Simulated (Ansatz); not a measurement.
## Fields on a plane of Y(AlSi)2 (space group P-3m1)

```xyz
5
Lattice="4.1703 0.0000 0.0000 -2.0851 3.6116 0.0000 0.0000 0.0000 6.5106" Properties=species:S:1:pos:R:3 pbc="T T T"
Y      0.0000     0.0000     0.0000
Al     2.0851     1.2039     2.3121
Al     0.0000     2.4077     4.1984
Si     2.0851     1.2039     4.8358
Si     0.0000     2.4077     1.6748
```

The slice is a (0001) plane (indices of the conventional cell) through the point (0.667, 0.333, 0.743) (fractional), spanned by u = [110] and v = [1 -1 0] in vectors of this cell: u (4.17 Å) and v (7.22 Å, at 90° to u). It covers one period; positions are fractions (u, v).

Atoms on it: Si at (0.00, 0.00); Si at (0.50, 0.50). Other atoms lie within 1 Å of the plane.

Level of theory: PBEsol (plane waves to 420 eV, PAW, scalar-relativistic; Ansatz, a program for electronic structure). k mesh 13×13×7. Inside the PAW spheres the values are not all-electron values, and peaks at nuclei hang on which shells count as valence. Y(AlSi)2 is run without spin polarisation. Y(AlSi)2 was relaxed with its symmetry unable to fall.

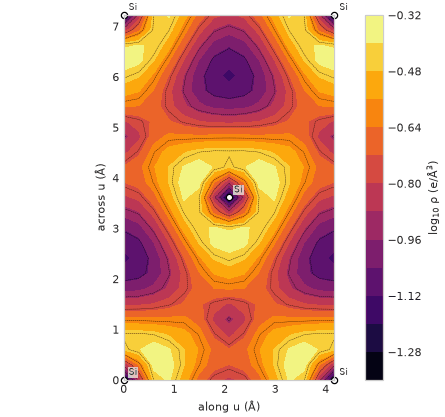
Figure. Log₁₀ of the valence density in e/Å³, one period of the plane, atoms marked. The scale is logarithmic, as a density can span decades between atoms and voids.

```
|xxxxxxxx66999999999966xxxxxx|
|xxxxxx117799999999997711xxxx|
|xxxx1166999999999999996611xx|
|3344668899999999999999886644|
|1122558899999999999999885522|
|xxxx0055889999999999885500xx|
|xxxxxx227799999999997722xxxx|
|xxxxxx116677665566776611xxxx|
|xxxxxx224411xxxxxx114422xxxx|
|xxxx003300xxxxxxxxxx003300xx|
|11335544xxxxxxxxxxxxxx445533|
|77778844xxxxxxxxxxxxxx448877|
|99999966xxxxxxxxxxxxxx669999|
|9999997711xxxxxxxxxx11779999|
|999999996611xxxxxx1166999999|
|9999999988664433446688999999|
|9999999988552211225588999999|
|999999885500xxxxxx0055889999|
|9999997722xxxxxxxxxx22779999|
|5566776611xxxxxxxxxx11667766|
|xxxx114422xxxxxxxxxx224411xx|
|xxxxxx003300xxxxxx003300xxxx|
|xxxxxxxx44553311335544xxxxxx|
|xxxxxxxx44887777778844xxxxxx|
```
Scale: ten equal steps from -0.24 (start of '0') to 7.19 (end of '9'), in the order '0123456789'. Values: electrostatic potential energy of an electron, from the cell's mean, in eV. The map has 14 points along u (two characters each, u = 0 at the left) and 24 along v (v = 0 in the bottom row). Points within 1 Å of a nucleus are blanked (x), as the pseudised field means little there. The zero, the cell's mean, hangs on the PAW cores.
